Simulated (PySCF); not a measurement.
# C₅H₃AsBN: electronic excitations

Wanted: the electronic excitations of C₅H₃AsBN (`C#CC#CB([AsH2])C#N`), by calculation.

Programs: PySCF 2.14.0, with density-fitted response routines of our own. Each step states its level of theory. These are calculated values for one molecule in the gas phase, unless marked as measured. Atoms are numbered from 0 throughout.

## 1. Starting geometry

11 atoms, charge 0, multiplicity 1; geometry from: GFN2-xTB.

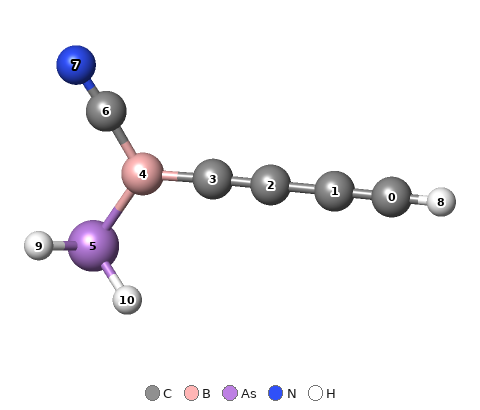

The starting geometry (carbon grey, boron pink, arsenic purple, nitrogen blue, hydrogen white), atoms numbered.

## 2. Ultraviolet spectrum: wB97X-D/def2-SVPD

What the job is given:

```
{"job": {"kind": "uv", "xc": "wB97X-D", "basis": "def2-SVPD", "nstates": 8, "ntriplets": 3}, "charge": 0, "multiplicity": 1}
C      3.387770    -1.443624    -1.509919
C      2.397453    -0.977871    -0.999901
C      1.286313    -0.455260    -0.434957
C      0.284582     0.017793     0.079900
B     -0.954297     0.565276     0.679149
As    -2.566201     1.074053    -0.428741
C     -1.011264     0.838845     2.168319
N     -1.111577     1.059243     3.292692
H      4.248735    -1.847909    -1.951520
H     -3.519583     0.309025     0.442611
H     -2.436508    -0.096980    -1.363597
```

Level: TDDFT wB97X-D/def2-SVPD, vertical, gas phase, core orbitals frozen in the response.

Command:

```console
> OMP_NUM_THREADS=1 python probes_run.py task.json out
```

One launch serves the whole session: the jobs run in the order shown.

Predict these results of the whole session: lowest singlet (wB97X-D/def2-SVPD); brightest single state of those computed; lowest triplet.

**Answer**, as computed:

| quantity | value |
| --- | --- |
| lowest singlet (wB97X-D/def2-SVPD) | 2.97 eV (417 nm), f = 0.008 |
| brightest single state of those computed | state 7, 5.98 eV, f = 0.896 |
| lowest triplet | 2.69 eV |

The lowest singlet, at 2.97 eV, is HOMO→LUMO 0.81, HOMO−1→LUMO 0.12 and is weak; of the 8 states computed, the strongest absorption comes from state 7 at 5.98 eV. The lowest triplet lies 0.28 eV below the lowest singlet (triplets in Tamm-Dancoff, singlets in full TDDFT).
